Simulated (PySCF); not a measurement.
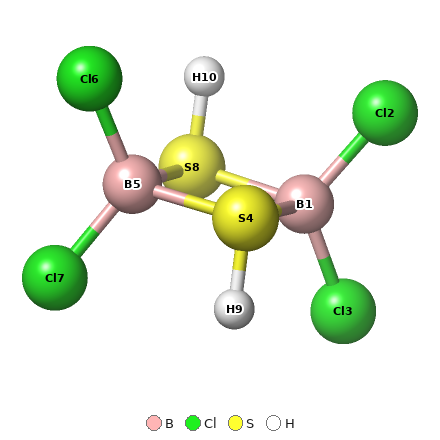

B₂H₂S₂Cl₄. Vertical core-electron binding energies by ΔSCF (SCAN, pcX-2 on the ionised atom, pcseg-1 elsewhere, spin-free X2C; PySCF, at a PBE0-D3(BJ)/def2-SVP geometry (no frequency check)), gas phase, against the vacuum level. One atom of each kind was ionised; within a panel, areas follow the number of like atoms and 2j + 1 (2p levels are split by first-order spin-orbit coupling, an approximation), each panel is scaled alone, Gaussians of 1.0 eV full width. Only the regions named are shown.

> Predict the Cl 2p, S 2p and Cl 1s photoelectron lines.

```
   level               atoms  binding energy (eV)
Cl 2p1/2  Cl2, Cl3, Cl6, Cl7                207.9
Cl 2p3/2  Cl2, Cl3, Cl6, Cl7                206.3
 S 2p1/2              S4, S8                172.3
 S 2p3/2              S4, S8                171.0
   Cl 1s  Cl2, Cl3, Cl6, Cl7               2828.8
```

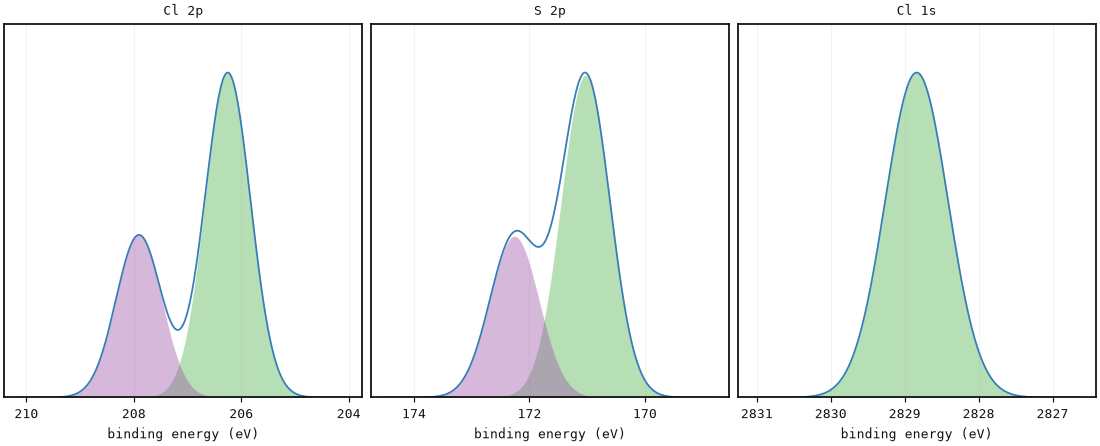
